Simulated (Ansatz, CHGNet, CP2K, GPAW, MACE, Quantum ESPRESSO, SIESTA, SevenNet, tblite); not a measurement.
# H-capped Ge nanowire along [001] with a Si core (65 atoms) in Quantum ESPRESSO

How do the settings of Quantum ESPRESSO change the result for H-capped Ge nanowire along [001] with a Si core (65 atoms)? A plane-wave run serves as the yardstick.

Method: the method is named at each step, in Quantum ESPRESSO 7.5.

## Step 1: The starting structure

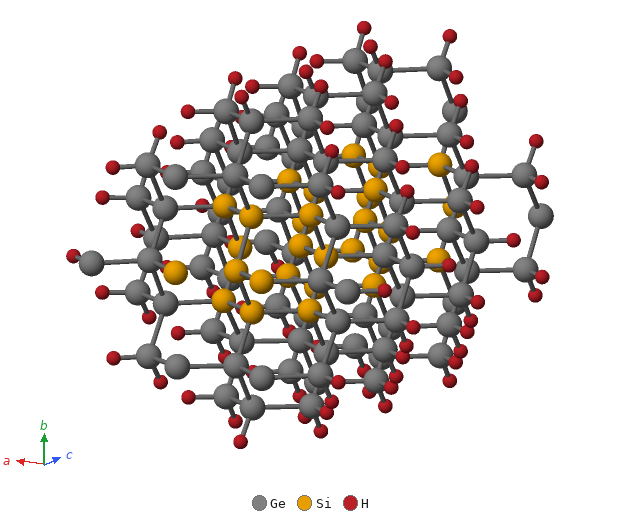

Start, viewed at a slant to the c axis; germanium grey, silicon orange, hydrogen red. 1×1×3 cells are drawn. Some periodic images of atoms are drawn too.

The cell holds 65 atoms: 28 Ge, 9 Si and 28 H. Cell: a = 26.501 Å, b = 26.501 Å, c = 5.658 Å, α = 90.0°, β = 90.0°, γ = 90.0°. It derives from Ge (diamond-structure). Round section of size parameter 6.53 Å cut from diamond-structure Ge (a = 5.658 Å) along [001], 1 period, broken bonds capped with H, 12 Å of vacuum, Si core of radius 3.59 Å. Then every atom was moved at random, 0.02 Å r.m.s. a Cartesian component (hydrogen 0.6 of that). Regions: wire, 37 atoms (28 Ge and 9 Si); hydrogen, 28 atoms (28 H). Vacuum lies along a and b. The structure's axis is c.

The yardstick, on the same geometry:

| Property | Result |
| --- | --- |
| method | Kohn-Sham DFT, PBE, PAW, plane waves (Ansatz 0.2.0); cutoff 420 eV, Γ point, fermi-dirac smearing of 0.05 eV; PAW set soft_2 |
| r.m.s. force component | 0.5625 eV/Å |
| longest force | 2.161 eV/Å |
| gap (highest filled to lowest empty level) | 2.051 eV |
| SCF cycles | 10 |
| time | 43 s on 4 threads of Arm Neoverse V1, shared host |
| CPU time | 2.8 min |

## Step 2: PBE, sssp-1.3.0-efficiency, 45/360 Ry

Method: Kohn-Sham DFT, PBE, SSSP efficiency 1.3.0 pseudopotentials, plane waves.

pw.in reads:

```
&control
  calculation = 'scf'
  pseudo_dir = './pseudo'
  outdir = './tmp'
  disk_io = 'none'
  tprnfor = .true.
/
&system
  ibrav = 0
  nat = 65
  ntyp = 3
  ecutwfc = 45
  ecutrho = 360
  nosym = .true.
  occupations = 'smearing'
  smearing = 'fd'
  degauss = 0.003675
/
&electrons
  conv_thr = 3.3e-07
  electron_maxstep = 100
  mixing_beta = 0.4
  mixing_mode = 'local-TF'
  diagonalization = 'david'
/
ATOMIC_SPECIES
Ge 72.630 Ge.upf
Si 28.085 Si.upf
H 1.008 H.upf
CELL_PARAMETERS angstrom
26.50091 0.00000 0.00000
0.00000 26.50091 0.00000
0.00000 0.00000 5.65800
ATOMIC_POSITIONS crystal
Ge 0.35070 0.34925 0.25362
Ge 0.34802 0.42462 0.50373
Ge 0.27326 0.42424 0.75587
Ge 0.27414 0.49954 0.00024
Ge 0.34971 0.50018 0.24429
Ge 0.34876 0.57503 0.50151
Ge 0.27432 0.57463 0.74565
Ge 0.34961 0.65165 0.24640
Ge 0.49770 0.27316 0.49562
Ge 0.42312 0.27275 0.75658
Ge 0.42549 0.34684 0.00495
Ge 0.49935 0.34950 0.25256
Si 0.49850 0.42470 0.49340
Si 0.42585 0.42431 0.75033
Si 0.42558 0.50025 0.00082
Si 0.49893 0.49984 0.25272
Si 0.50027 0.57618 0.49913
Si 0.42364 0.57621 0.75077
Ge 0.42520 0.65165 0.99599
Ge 0.50068 0.65139 0.25536
Ge 0.50011 0.72790 0.50015
Ge 0.42513 0.72937 0.75283
Ge 0.57283 0.27316 0.74803
Ge 0.57475 0.34994 0.00748
Ge 0.65264 0.34909 0.24979
Ge 0.65088 0.42324 0.49627
Si 0.57662 0.42531 0.74201
Si 0.57695 0.49947 0.99908
Ge 0.65177 0.50175 0.25837
Ge 0.65140 0.57456 0.49572
Si 0.57496 0.57589 0.74586
Ge 0.57753 0.65160 0.00096
Ge 0.65371 0.65301 0.24341
Ge 0.57374 0.72608 0.75607
Ge 0.72794 0.42325 0.74114
Ge 0.72582 0.49916 0.00824
Ge 0.72747 0.57356 0.74867
H 0.30104 0.34907 0.09596
H 0.34734 0.30138 0.39941
H 0.27281 0.37752 0.90248
H 0.22559 0.42388 0.59312
H 0.22614 0.49994 0.15306
H 0.22713 0.57440 0.59793
H 0.27257 0.62215 0.91425
H 0.30233 0.65063 0.10137
H 0.34770 0.69909 0.40420
H 0.50111 0.22451 0.33943
H 0.37770 0.27318 0.59056
H 0.42359 0.22662 0.90403
H 0.50041 0.77257 0.34938
H 0.37693 0.72648 0.58949
H 0.42403 0.77412 0.90937
H 0.62154 0.27308 0.59320
H 0.57420 0.22727 0.90468
H 0.69667 0.34791 0.09196
H 0.65032 0.30177 0.41421
[... 5 atom lines left out ...]
H 0.77374 0.42463 0.59677
H 0.77384 0.50039 0.14966
H 0.77296 0.57575 0.59264
H 0.72759 0.62261 0.90850
K_POINTS gamma
```

Launch:

```console
OMP_NUM_THREADS=1 mpirun -np 4 pw.x -in pw.in > output.txt
```

The program printed:

```text
Program PWSCF
     gamma-point specific algorithms are used
     one sub-group per band group will be used
     scalapack distributed-memory algorithm (size of sub-group:  2*  2 procs)
     Parallelization info
     sticks:   dense  smooth     PW     G-vecs:    dense   smooth      PW
     Min       17965    8977   2246               773332   273288   34213
     Max       17970    8980   2250               773334   273289   34214
     Sum       71869   35917   8993              3093333  1093153  136855
     bravais-lattice index     =            0
     lattice parameter (alat)  =      50.0795  a.u.
     unit-cell volume          =   26815.2048 (a.u.)^3
     number of atoms/cell      =           65
     number of atomic types    =            3
     number of electrons       =       456.00
     number of Kohn-Sham states=          274
     kinetic-energy cutoff     =      45.0000  Ry
     charge density cutoff     =     360.0000  Ry
     scf convergence threshold =      3.3E-07
     mixing beta               =       0.4000
     number of iterations used =            8  local-TF  mixing
     Exchange-correlation= PBE
                           (   1   4   3   4   0   0   0)
     crystal axes: (cart. coord. in units of alat)
               a(1) = (   1.000000   0.000000   0.000000 )
               a(2) = (   0.000000   1.000000   0.000000 )
               a(3) = (   0.000000   0.000000   0.213502 )
     reciprocal axes: (cart. coord. in units 2 pi/alat)
               b(1) = (  1.000000  0.000000  0.000000 )
               b(2) = (  0.000000  1.000000  0.000000 )
               b(3) = (  0.000000  0.000000  4.683795 )
     PseudoPot. # 1 for Ge:
     Pseudo is Ultrasoft + core correction, Zval = 14.0
     PseudoPot. # 2 for Si:
     Pseudo is Ultrasoft + core correction, Zval =  4.0
     PseudoPot. # 3 for H :
     Pseudo is Ultrasoft, Zval =  1.0
     atomic species   valence    mass     pseudopotential
     Ge               14.00    72.63000     Ge( 1.00)
     Si                4.00    28.08500     Si( 1.00)
     H                 1.00     1.00800     H ( 1.00)
     No symmetry found
   Cartesian axes
     number of k points=     1  Fermi-Dirac smearing, width (Ry)=  0.0037
                       cart. coord. in units 2pi/alat
        k(    1) = (   0.0000000   0.0000000   0.0000000), wk =   2.0000000
     Dense  grid:  1546667 G-vectors     FFT dimensions: ( 320, 320,  72)
     Smooth grid:   546577 G-vectors     FFT dimensions: ( 216, 216,  45)
     Initial potential from superposition of free atoms
     starting charge     455.9702, renormalised to     456.0000
     negative rho (up, down):  6.424E-04 0.000E+00
     Starting wfcs are  316 randomized atomic wfcs
     Self-consistent Calculation
     iteration #  1     ecut=    45.00 Ry     beta= 0.40
     Threshold (ethr) on eigenvalues was too large:
     Diagonalizing with lowered threshold
     negative rho (up, down):  2.781E-07 0.000E+00
     total energy              =   -6117.30173845 Ry
     estimated scf accuracy    <       2.13466788 Ry
     iteration #  2     ecut=    45.00 Ry     beta= 0.40
     negative rho (up, down):  1.351E-08 0.000E+00
     total energy              =   -6116.92735111 Ry
     estimated scf accuracy    <       1.04830605 Ry
     iteration #  3     ecut=    45.00 Ry     beta= 0.40
     total energy              =   -6117.01110796 Ry
     estimated scf accuracy    <       0.11274159 Ry
     iteration #  4     ecut=    45.00 Ry     beta= 0.40
     total energy              =   -6116.99441784 Ry
     estimated scf accuracy    <       0.07331057 Ry
     iteration #  5     ecut=    45.00 Ry     beta= 0.40
     c_bands:  1 eigenvalues not converged
     negative rho (up, down):  1.141E-02 0.000E+00
     total energy              =   -6116.99223690 Ry
     estimated scf accuracy    <       0.04271844 Ry
     iteration #  6     ecut=    45.00 Ry     beta= 0.40
     negative rho (up, down):  6.504E-02 0.000E+00
     total energy              =   -6116.99149736 Ry
     estimated scf accuracy    <       0.01441292 Ry
[...]
negative rho (up, down):  1.109E-02 0.000E+00
[...]
total energy              =   -6116.99188834 Ry
[...]
iteration # 14     ecut=    45.00 Ry     beta= 0.40
[...]
total energy              =   -6116.99187935 Ry
     estimated scf accuracy    <       0.00000286 Ry
     iteration # 15     ecut=    45.00 Ry     beta= 0.40
     negative rho (up, down):  7.876E-04 0.000E+00
     total energy              =   -6116.99188147 Ry
     estimated scf accuracy    <       0.00000081 Ry
     iteration # 16     ecut=    45.00 Ry     beta= 0.40
     negative rho (up, down):  7.378E-04 0.000E+00
     End of self-consistent calculation
          k = 0.0000 0.0000 0.0000 ( 68428 PWs)   bands (ev):
   -26.2382 -26.2325 -26.2024 -26.1944 -26.1820 -26.1756 -26.1754 -26.1613
   -26.1611 -26.1593 -26.1443 -26.1428 -26.1369 -26.1351 -26.1304 -26.1276
   -26.1254 -26.1237 -26.1188 -26.1181 -26.1164 -26.1098 -26.1086 -26.1018
   -26.1007 -26.0973 -26.0918 -26.0865 -26.0819 -26.0775 -26.0767 -26.0751
   -26.0723 -26.0712 -26.0697 -26.0627 -26.0618 -26.0589 -26.0554 -26.0448
   -26.0431 -26.0378 -26.0361 -26.0320 -26.0293 -26.0278 -26.0269 -26.0236
[...]
1.0838   1.1877   1.2121   1.2594   1.3027   1.3956   1.5183   1.5626
     1.5880   1.6412   1.6510   1.7055   1.7449   1.8171   1.8377   1.9239
     1.9787   2.1403   2.1619   2.3289   2.3669   2.3931   2.4232   2.4329
     2.4458   2.5135
     the Fermi energy is    -1.3337 ev
!    total energy              =   -6116.99188167 Ry
     estimated scf accuracy    <       0.00000033 Ry
     smearing contrib. (-TS)   =      -0.00000000 Ry
     internal energy E=F+TS    =   -6116.99188167 Ry
     The total energy is F=E-TS. E is the sum of the following terms:
     one-electron contribution =  -29669.44577533 Ry
     hartree contribution      =   15068.37880975 Ry
     xc contribution           =   -1706.87895942 Ry
     ewald contribution        =   10190.95404333 Ry
     convergence has been achieved in  16 iterations
     negative rho (up, down):  7.378E-04 0.000E+00
     Forces acting on atoms (cartesian axes, Ry/au):
     atom    1 type  1   force =    -0.02399097    0.01783085   -0.01988340
     atom    2 type  1   force =     0.02768234    0.00454438    0.01062348
     atom    3 type  1   force =    -0.00934935    0.03298946   -0.03680937
     atom    4 type  1   force =     0.00819179    0.00656007   -0.00999428
     atom    5 type  1   force =     0.00949341   -0.00696663    0.00379790
     atom    6 type  1   force =     0.02205540    0.01090814   -0.00550572
[...]
atom   63 type  3   force =     0.02732059   -0.00054118    0.02006732
     atom   64 type  3   force =     0.03047131   -0.00382097   -0.02063725
     atom   65 type  3   force =     0.00587838   -0.01824593   -0.02283241
     Total force =     0.302833     Total SCF correction =     0.001402
     Message from routine punch:
     Nothing written, as per user request (disk_io='none')
```

The job ended after 7.8 min (4 MPI ranks of Arm Neoverse V1, shared host; peak memory 8.2 GiB).

Banners, paths, timers and routine set-up lines are dropped from the logs unmarked, and long logs keep their key lines alone; longer cuts are marked.

Compared with the plane-wave run:

| Property | Result |
| --- | --- |
| r.m.s. force component | 0.5576 eV/Å |
| r.m.s. difference of force components | 7.556 meV/Å |
| longest difference of force vectors | 22.86 meV/Å |
| force difference over r.m.s. force | 1.343 % |
| slope of forces against the reference's | 0.9913 |
| correlation of force components | 1 |
| gap (highest filled to lowest empty level) | 2.054 eV |
| gap difference | 0.0021 eV |

Length of the force difference by element (eV/Å):

```tsv
element	atoms	mean	most
Ge	28	0.012	0.023
H	28	0.014	0.019
Si	9	0.0016	0.0021
```

Levels nearest the highest filled one (eV from it): -1.39, -1.27, -1.17, -0.92, -0.87, -0.81, -0.80, -0.74, -0.29, -0.27, -0.16, 0.00, 2.05, 2.12, 2.14, 2.20, 2.31, 2.37, 2.46, 2.63, 2.66, 2.69, 2.93, 3.01.

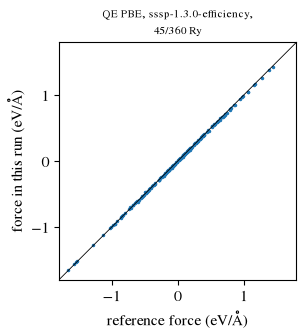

Force components against those of the reference; the line marks equality.

Local excerpt of 9 atoms (numbers count through the whole input) about Ge33, which bears the longest force; x, y, z are measured from there.

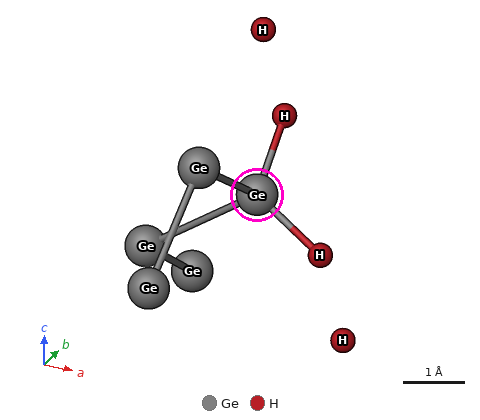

The atoms of the table, within 4.0 Å (arrows a, b, c point along x, y, z); some may hide others; the central atom is ringed.

```tsv
atom	x	y	z	distance (Å)	bonds	Fx	Fy	Fz (eV/Å)
Ge33	0.00	0.00	0.00	0.00	4	-1.65	-0.96	0.97
H57	1.19	-0.06	-0.83	1.45	1	1.43	0.16	-0.84
H58	-0.09	1.23	0.88	1.51	1	0.17	0.39	0.17
Ge32	-2.02	-0.04	-1.37	2.44	4	-0.34	-0.67	-0.20
Ge30	-0.06	-2.08	1.43	2.52	4	-0.29	1.17	0.80
H65	1.96	-0.81	-1.89	2.84	1	0.15	-0.47	-0.59
H59	-0.83	1.97	1.97	2.90	1	-0.48	0.13	0.56
Ge34	-2.12	1.94	-2.76	3.98	4	0.39	-0.41	-0.82
Ge29	-0.05	-4.01	0.08	4.01	4	-0.53	-0.95	-0.83
```

Forces lie 1.3 % from the reference's, at 11 times its CPU time.

## Step 3: PBE+D3(BJ), sssp-1.3.0-efficiency, 45/360 Ry

Method: Kohn-Sham DFT, PBE+D3(BJ), SSSP efficiency 1.3.0 pseudopotentials, plane waves.

pw.in, as its differences from that of step 2:

```diff
@@ -17,2 +17,5 @@
   degauss = 0.003675
+  vdw_corr = 'dft-d3'
+  dftd3_version = 4
+  dftd3_threebody = .false.
 /
```

The program printed:

```text
[banner, memory and clock lines left out]
Program PWSCF
     gamma-point specific algorithms are used
     one sub-group per band group will be used
[... lines left out ...]
     total energy              =   -6117.55692888 Ry
[... lines left out ...]
     total energy              =   -6117.64068573 Ry
[... lines left out ...]
     c_bands:  1 eigenvalues not converged
[... lines left out ...]
     total energy              =   -6117.62145713 Ry
[... lines left out ...]
     total energy              =   -6117.62145924 Ry
[... lines left out ...]
     the Fermi energy is    -1.3337 ev
!    total energy              =   -6117.62145945 Ry
[... lines left out ...]
     The total energy is F=E-TS. E is the sum of the following terms:
     one-electron contribution =  -29669.44577533 Ry
     hartree contribution      =   15068.37880975 Ry
     xc contribution           =   -1706.87895942 Ry
     ewald contribution        =   10190.95404333 Ry
     DFT-D3 Dispersion         =      -0.62957778 Ry
     convergence has been achieved in  16 iterations
     negative rho (up, down):  7.378E-04 0.000E+00
     Forces acting on atoms (cartesian axes, Ry/au):
     atom    1 type  1   force =    -0.02185389    0.01982622   -0.01983776
     atom    2 type  1   force =     0.02835272    0.00536950    0.00988378
     atom    3 type  1   force =    -0.00642309    0.03404460   -0.03673592
[...]
atom   64 type  3   force =     0.02984097   -0.00414033   -0.02077044
     atom   65 type  3   force =     0.00518537   -0.01847086   -0.02266248
     Total force =     0.304560     Total SCF correction =     0.001402
     Message from routine punch:
     Nothing written, as per user request (disk_io='none')
```

Wall time 7.8 min (4 MPI ranks); peak memory 8.2 GiB; 31 min of CPU time.

Against the reference:

```
r.m.s. force component                           : 0.5608 eV/Å
r.m.s. difference of force components            : 26.01 meV/Å
longest difference of force vectors              : 87.41 meV/Å
force difference over r.m.s. force               : 4.625 %
slope of forces against the reference's          : 0.9959
correlation of force components                  : 0.9989
gap (highest filled to lowest empty level) : 2.054 eV
gap difference                                   : 0.0021 eV
```

Against the first run (1.3 %), the force difference from the reference is 4.6 %, at 1.0 times the CPU time; the model has changed, so this is no error of the program alone.

## Step 4: All runs compared

Differences are against the plane-wave reference, forces as r.m.s. over components; share is that over the reference's r.m.s. force, slope the least-squares factor from reference forces to these. Total energies of different programs have different zeros and aren't compared.

```tsv
run	Δ force, r.m.s. (meV/Å)	share (%)	slope	Δ gap (eV)	cores	CPU time	memory (GiB)
reference	-	-	-	-	4	2.8 min	3.6
QE PBE, sssp-1.3.0-efficiency, 45/360 Ry	7.56	1.34	0.991	0.0021	4	31 min	8.2
QE PBE+D3(BJ), sssp-1.3.0-efficiency, 45/360 Ry	26.0	4.62	0.996	0.0021	4	31 min	8.2
```

CPU time is summed over cores on a shared host, where runs went side by side, so it is rough. Symmetry, cutoffs, thresholds, outputs and thread counts weren't matched or tuned between programs; memory under MPI is the largest rank's times the ranks.

## Step 5: Outcome

| Item | Value |
| --- | --- |
| nearest in forces | QE PBE, sssp-1.3.0-efficiency, 45/360 Ry, 1.3 % |
| its CPU time | 31 min |

In words: PBE on plane waves or a grid with other potentials, cutoffs or grids differs from the reference by 1.3 % (QE PBE, sssp-1.3.0-efficiency, 45/360 Ry) of the r.m.s. force; this holds the reference's own error, so differences of a few per cent don't tell which side is nearer the exact PBE result (QE's 45 Ry are 612 eV, against the reference's 420 eV). Rows with another functional or a dispersion term differ by 4.6 % (QE PBE+D3(BJ), sssp-1.3.0-efficiency, 45/360 Ry), which mixes the change of model with differences of basis and potentials. None of the electronic-structure runs in the table takes under half the reference's CPU time of 2.8 min; they take 11 to 11 times as much. PBE gaps agree with the reference's 2.05 eV within 0.003 eV. These are spacings on the run's k-points, which needn't hold the band edges. The cell is under 6 Å thick along one periodic direction, so every atom has periodic images of itself close by, which move with it and show among its neighbours and in g(r). The electronic-structure runs sample only Γ, in a cell whose periodic width is 6 Å.

[Also dropped from logs without a mark: logging warnings of Python, and SIESTA's first energy breakdown and zero terms.]

[Logs are printed without paths, hosts, clocks, repeated set-up lines and the standing remarks that a program may print on its own settings, such as how far it seeks lower states.]

[Hosts, paths, dates, database ids (printed as entryN), source tags and the programs' standing remarks are cut or masked in the printed files.]
